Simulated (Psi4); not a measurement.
# SiH4O4 (orthosilicic acid): CCSD/def2-SVP

Aim: the vertical ionisation energy of SiH4O4 (orthosilicic acid) at CCSD/def2-SVP, from 2 runs. 

The results are computed with Psi4 1.11.

2 further runs of the same task are left out: 2 set aside as unsound or not needed.

**1. Starting point**

SiH4O4: 9 atoms, total charge 0, spin state singlet. SMILES: `O[Si](O)(O)O`. The coordinates come from a PBE0-D4/def2-TZVP relaxation. This is one conformer, not always the lowest.

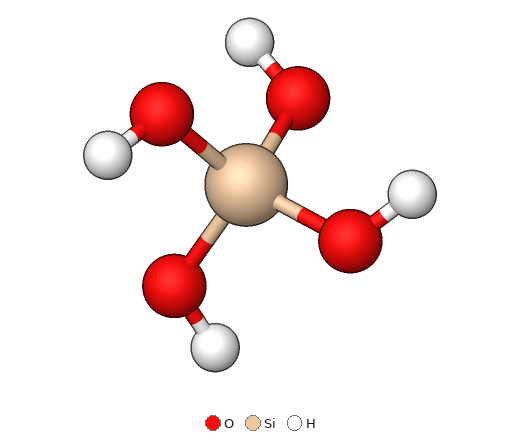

Viewed from a chosen angle; oxygen red, silicon light orange, hydrogen white.

**2. The energy at CCSD/def2-SVP**

job.py

```python
import psi4

psi4.set_memory('2200 MB')
psi4.set_num_threads(1)
psi4.core.set_output_file('h4o4si.out', False)

molecule = psi4.geometry("""
0 1
O     -0.969050     0.776350    -1.057560
Si     0.000010     0.000030    -0.000040
O      1.527610     0.433680    -0.372150
O     -0.043140    -1.629280    -0.059900
O     -0.515400     0.419370     1.489460
H     -0.639460     0.869750    -1.952330
H      2.226280    -0.135170    -0.046190
H     -0.768040    -2.056130     0.398680
H     -0.818790     1.321420     1.600040
symmetry c1
no_reorient
no_com
""")

psi4.set_options({
    'basis': 'def2-SVP',
    'puream': True,
    'e_convergence': 1e-09,
    'd_convergence': 1e-08,
    'scf_type': 'pk',
    'num_frozen_docc': 9,
})

e = psi4.energy("ccsd", molecule=molecule)
print(f'ccsd energy: {e:.10f} Eh')
```

Run with:

```bash
python job.py
```

h4o4si.out (excerpt; [...] marks lines left out):

```text
[...]
  Running in c1 symmetry.
[...]
  Nuclear repulsion =  269.977267005942565
[...]
  Multiplicity = 1
[...]
  Nalpha       = 25
  Nbeta        = 25
[...]
    Number of basis functions: 94
[...]
   @RHF iter   1:  -590.36778960410072   -9.82452e-01   7.91662e-03 ADIIS/DIIS
[...]
   @RHF iter  10:  -590.59051830082285   -1.17097e-11   7.67101e-09 DIIS
[...]
    Orbital Energies [Eh]
    ---------------------
    Doubly Occupied:
       1A    -68.832064     2A    -20.551389     3A    -20.551380
       4A    -20.551379     5A    -20.551375     6A     -6.188159
       7A     -4.301092     8A     -4.301092     9A     -4.300822
      10A     -1.362631    11A     -1.316703    12A     -1.316702
      13A     -1.309801    14A     -0.783146    15A     -0.714957
      16A     -0.714955    17A     -0.703645    18A     -0.591378
      19A     -0.561072    20A     -0.555897    21A     -0.555895
      22A     -0.537728    23A     -0.527823    24A     -0.497797
      25A     -0.497795
[...]
  @RHF Final Energy:  -590.59051830082285
   => Energetics <=
    Nuclear Repulsion Energy =            269.9772670059425650
    One-Electron Energy =               -1355.7822163419893968
    Two-Electron Energy =                 495.2144310352239813
    Total Energy =                       -590.5905183008228505
[...]
 Multipole Moments:
 ------------------------------------------------------------------------------------
     Multipole            Electronic (a.u.)      Nuclear  (a.u.)        Total (a.u.)
 ------------------------------------------------------------------------------------
 L = 1.  Multiply by 2.5417464519 to convert [e a0] to [Debye]
 Dipole X            :         -0.0005567            0.0005480           -0.0000087
 Dipole Y            :         -0.0025221            0.0023622           -0.0001599
 Dipole Z            :          0.0031831           -0.0029480            0.0002351
 Magnitude           :                                                    0.0002845
[...]
      * MP2 total energy                      = -591.423317698513756
[...]
      * CCSD total energy                     = -591.445698682077705
```

Standard output:

```text
ccsd energy: -591.4456986821 Eh
```

It took 55 s on 1 thread of AMD EPYC 7R43 (Zen 3), shared host; peak memory 0.64 GiB.

**3. The doublet cation, same level**

calc.in

```
memory 2200 MB

molecule {
  1 2
  O     -0.969050     0.776350    -1.057560
  Si     0.000010     0.000030    -0.000040
  O      1.527610     0.433680    -0.372150
  O     -0.043140    -1.629280    -0.059900
  O     -0.515400     0.419370     1.489460
  H     -0.639460     0.869750    -1.952330
  H      2.226280    -0.135170    -0.046190
  H     -0.768040    -2.056130     0.398680
  H     -0.818790     1.321420     1.600040
  symmetry c1
}

set {
  reference       uhf
  puream          true
  e_convergence   1e-09
  d_convergence   1e-08
  scf_type        pk
  num_frozen_docc 9
  maxiter         100
}

result, w = energy('ccsd/def2-SVP', return_wfn=True)
print_variables()
```

Run with:

```bash
psi4 calc.in calc.out -n 1
```

calc.out (excerpt; [...] marks lines left out):

```text
[...]
  Running in c1 symmetry.
[...]
  Nuclear repulsion =  269.977267005942508
[...]
  Multiplicity = 2
[...]
  Nalpha       = 25
  Nbeta        = 24
[...]
    Number of basis functions: 94
[...]
   @UHF iter   1:  -589.98496173694070   -5.99624e-01   6.00461e-03 DIIS/ADIIS
[...]
   @UHF iter  27:  -590.16538985028149   -5.57066e-12   6.88515e-09 DIIS
[...]
   @S^2 Observed:                8.275570657E-01
[...]
    Orbital Energies [Eh]
    ---------------------
    Alpha Occupied:
       1A    -69.086182     2A    -20.930315     3A    -20.930306
       4A    -20.759194     5A    -20.759188     6A     -6.444005
       7A     -4.558605     8A     -4.555701     9A     -4.555543
      10A     -1.709846    11A     -1.690527    12A     -1.538707
      13A     -1.521215    14A     -1.087039    15A     -1.049186
      16A     -0.960986    17A     -0.959614    18A     -0.948241
      19A     -0.922443    20A     -0.875121    21A     -0.870361
      22A     -0.777740    23A     -0.757430    24A     -0.739211
      25A     -0.702431
    Alpha Virtual:
[...]
  @UHF Final Energy:  -590.16538985028149
   => Energetics <=
    Nuclear Repulsion Energy =            269.9772670059425081
    One-Electron Energy =               -1342.4676834298663834
    Two-Electron Energy =                 482.3250265736422762
    Total Energy =                       -590.1653898502814855
  UHF NO Occupations:
  HONO-2 :   23  A 1.9992201
  HONO-1 :   24  A 1.9631082
[...]
 Multipole Moments:
 ------------------------------------------------------------------------------------
     Multipole            Electronic (a.u.)      Nuclear  (a.u.)        Total (a.u.)
 ------------------------------------------------------------------------------------
 L = 1.  Multiply by 2.5417464519 to convert [e a0] to [Debye]
 Dipole X            :         -0.6534174           -0.0000323           -0.6534497
 Dipole Y            :         -0.5506131           -0.0002244           -0.5508375
 Dipole Z            :         -0.7215441            0.0003169           -0.7212273
 Magnitude           :                                                    1.1182966
[...]
      * MP2 total energy                      = -590.981519705199617
[...]
      * CCSD total energy                     = -591.012398261098838
[...]
```

Run time: 4.9 min. Hardware: 1 thread of AMD EPYC 7R43 (Zen 3), shared host; peak memory 0.65 GiB.

**4. Outcome**

Level: CCSD/def2-SVP, 9 core orbitals frozen.

```
                                                                  quantity          value
                                              singlet SiH4O4: total energy  -591.44570 Eh
                       singlet SiH4O4: HOMO energy (Hartree–Fock orbitals)      -13.55 eV
                       singlet SiH4O4: LUMO energy (Hartree–Fock orbitals)        4.31 eV
                     singlet SiH4O4: HOMO–LUMO gap (Hartree–Fock orbitals)       17.86 eV
               singlet SiH4O4: correlation energy (9 core orbitals frozen)     -855.2 mEh
                                             singlet SiH4O4: T1 diagnostic          0.010
                                              doublet cation: total energy  -591.01240 Eh
doublet cation: HOMO energy (Hartree–Fock orbitals) (highest over α and β)      -17.85 eV
 doublet cation: LUMO energy (Hartree–Fock orbitals) (lowest over α and β)       -9.60 eV
               doublet cation: correlation energy (9 core orbitals frozen)     -847.0 mEh
                         doublet cation: ⟨S²⟩ of the reference determinant          0.828
                                             doublet cation: T1 diagnostic          0.040
                        vertical ionisation energy (to the doublet cation)      11.791 eV
```

What this shows: The vertical ionisation energy comes to 11.79 eV (272 kcal/mol).
